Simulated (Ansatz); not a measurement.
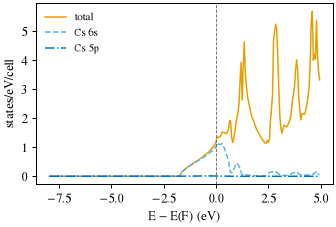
*Total and projected density of states of Cs (fcc (Cu type), Fm-3m), r²SCAN+D4 in the plane-wave PAW code Ansatz*

Question: Which orbitals carry the states next to the Fermi level?

Answer: Within 0.5 eV of the Fermi level: Cs 6s 80 %, outside the projected shells 20 %. Projections are on Löwdin-orthogonalised atomic valence shells; empty p or d shells of many metals are not among them.

The workflow started from a Materials Project entry (that database holds measured and hypothetical structures alike); the Crystallography Open Database files this formula in space group No. 225, but the cells were not matched. It is not the phase usual at ambient conditions (space group No. 229). The cell was relaxed with r²SCAN+D4 under the symmetry of its start; its stability against distortions is not shown here. The pairwise dispersion correction was not fitted to metals. Scalar-relativistic: spin–orbit coupling is off unless named, which matters more the heavier the elements.

Potentials: the later of the program's two PAW sets.
